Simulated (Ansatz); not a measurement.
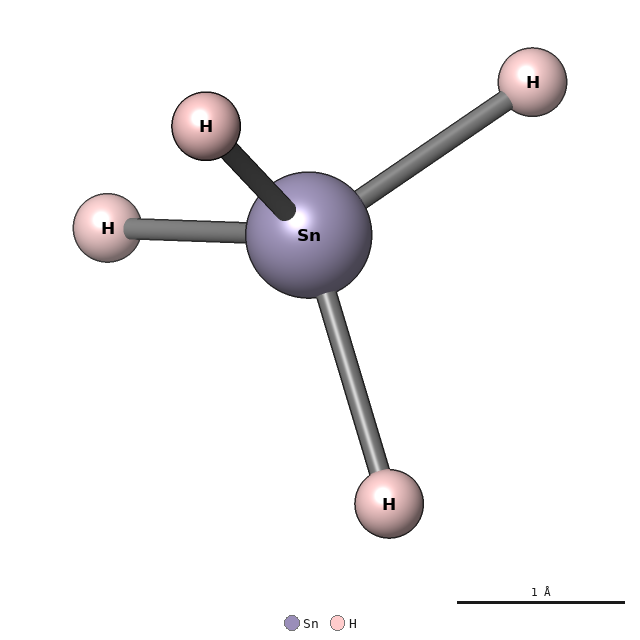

Every bond is drawn as one stick, whatever its order.

The geometry was computed by an optimisation with PBE0-D4/def2-TZVP.

Question: Count the atoms of each element.

Answer: SnH₄, 5 atoms: 1 tin and 4 hydrogen.

Question: Give the symmetry (Schoenflies symbol).

Answer: Td.

Question: How many bonds of each kind are drawn?

Answer: 4 Sn–H. Sticks follow a distance rule.

More results for the same structure follow; atom numbers are the same in all pictures, views and colours differ.

Vibrations

Harmonic vibrations computed with RKS PBE0-D4/def2-TZVP, core potentials on Sn (Ansatz 0.2.0) at a stationary point of the same level.

Question: List the wavenumbers.

Answer: 9 modes: 687, 687, 687, 756, 756, 1959, 1960, 1960, 1960 cm⁻¹.

Charges

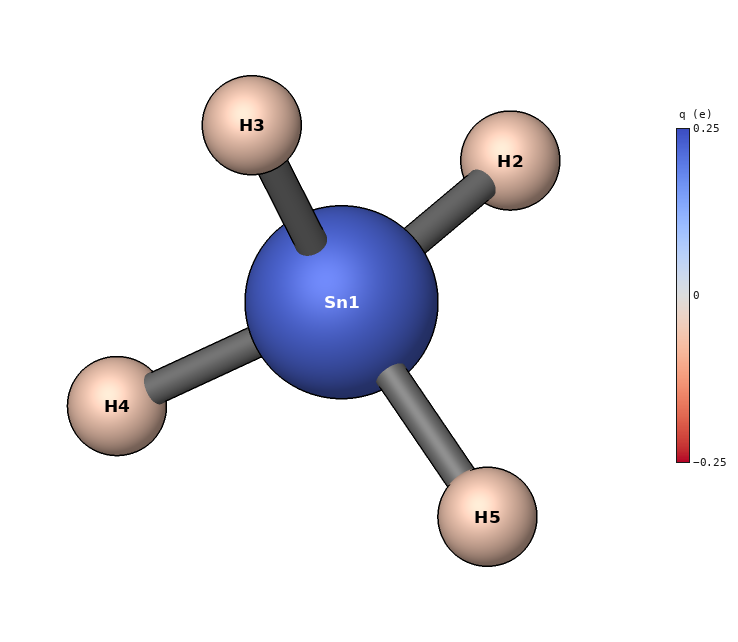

Atoms are coloured by their Mulliken charges. Properties computed with RKS PBE0-D4/def2-TZVP, core potentials on Sn (Ansatz 0.2.0).

List the Mulliken charges.

| atom | value (e) |
| --- | --- |
| Sn1 | 0.22 |
| H2 | −0.06 |
| H3 | −0.06 |
| H4 | −0.06 |
| H5 | −0.06 |

Thermal motion

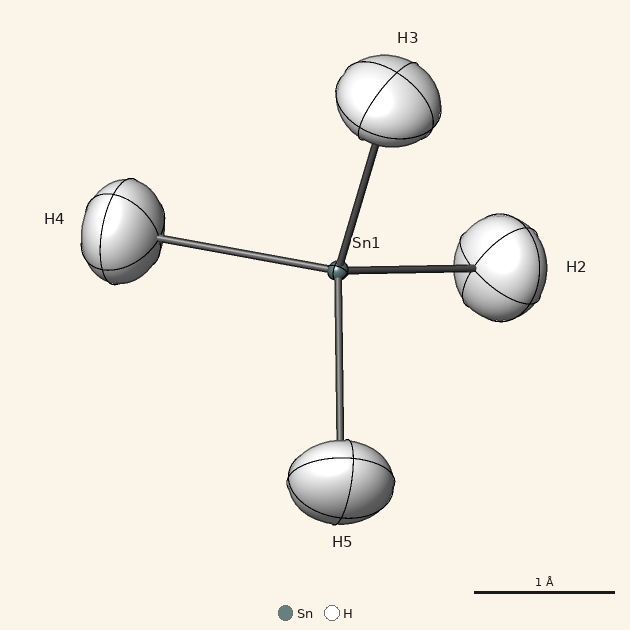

Displacement ellipsoids at the 50 % level, enlarged 2 times, from the internal vibrations of the free molecule (harmonic, no overall translation or rotation; no half-axis is drawn under 0.075 Å). Vibrations computed with RKS PBE0-D4/def2-TZVP, core potentials on Sn (Ansatz 0.2.0). Temperature: 298 K.

List U_eq and the three principal root-mean-square amplitudes for each kind of atom.

| atom | U_eq (Å²) | rms amplitudes (Å) |
| --- | --- | --- |
| Sn1 | < 0.00001 | 0.002, 0.002, 0.002 |
| H2, H3, H4, H5 | 0.0131 | 0.092, 0.124, 0.124 |

Mulliken values depend strongly on the basis set and can even reverse the polarity of a bond.
